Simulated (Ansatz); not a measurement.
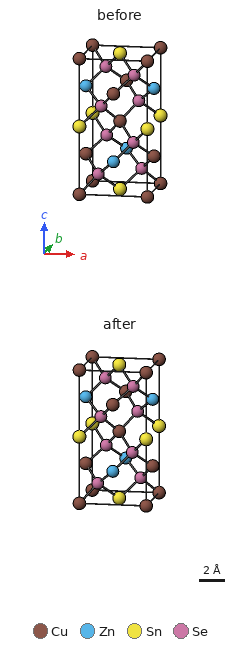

The structure of crystalline ZnCu2SnSe4 (built on the kesterite type) before (top) and after (bottom) a relaxation, at one scale.

Style: ball-and-stick. Shown: the conventional cell (2 times the calculation's cell), slightly off an axis. Lengths and directions refer to the drawn axes.

Method: Ansatz 0.2.0, DFT, PBEsol, plane waves, PAW.

The input:
```yaml
crystal:
  lattice:
    - [-2.8821956985, 2.8821956985, 5.7610378814]
    - [2.8821956985, -2.8821956985, 5.7610378814]
    - [2.8821956985, 2.8821956985, -5.7610378814]
  atoms:
    - { symbol: Cu, position: [0.0, 0.0, 0.0] }
    - { symbol: Cu, position: [0.75, 0.25, 0.5] }
    - { symbol: Zn, position: [0.25, 0.75, 0.5] }
    - { symbol: Sn, position: [0.5, 0.5, 0.0] }
    - { symbol: Se, position: [0.1009140163, 0.629417096, 0.9907029623] }
    - { symbol: Se, position: [0.370582904, 0.3612858664, 0.4714969203] }
    - { symbol: Se, position: [0.6387141336, 0.110211054, 0.0092970377] }
    - { symbol: Se, position: [0.889788946, 0.8990859837, 0.5285030797] }
kpoints:
  mp_grid: { grid: [6, 6, 6] }
hamiltonian:
  xc: pbesol
scf:
  occupations: { method: fermi_dirac, width: 0.02 }
relax:
  f_tol: 0.005
  cell: {}
output:
  write_density: true
  write_potential: true
  elf: true
  volumetric_format: npy
```

Command:
```bash
ansatz run input.yaml --threads 4 --pin off --max-ram 7372MiB --backend cpu --events-out ev --progress --plain --runs-dir out
```

### Summarise the run.

Over 3 accepted moves (4 points after the start) the energy falls by 13.5 meV per atom. Largest force component: 0.042 eV/Å at the start, 0.00052 eV/Å at the end. The pressure goes from −3.17 to 0.00 GPa. The SCF was repeated once at an unchanged geometry on a basis and grid sized afresh for the cell, which shifted the energy by 0.3 meV per atom at most. The largest moves relative to the cell, 0.014 Å, are those of Se5, Se6, Se7 and Se8. Se6 goes along [−3 −2 1]. Cu and Zn and Sn stay in place. The volume changes by −5.4 %, with a = b 5.764 → 5.659 Å (−1.8 %), c 11.522 → 11.314 Å (−1.8 %). Near-neighbour distances that change, for instance: Cu1–Se5 2.438 → 2.388 Å, Cu2–Se5 2.433 → 2.384 Å, Zn3–Se5 2.496 → 2.450 Å, Sn4–Se5 2.625 → 2.591 Å. The space group stays I-4 (No. 82).
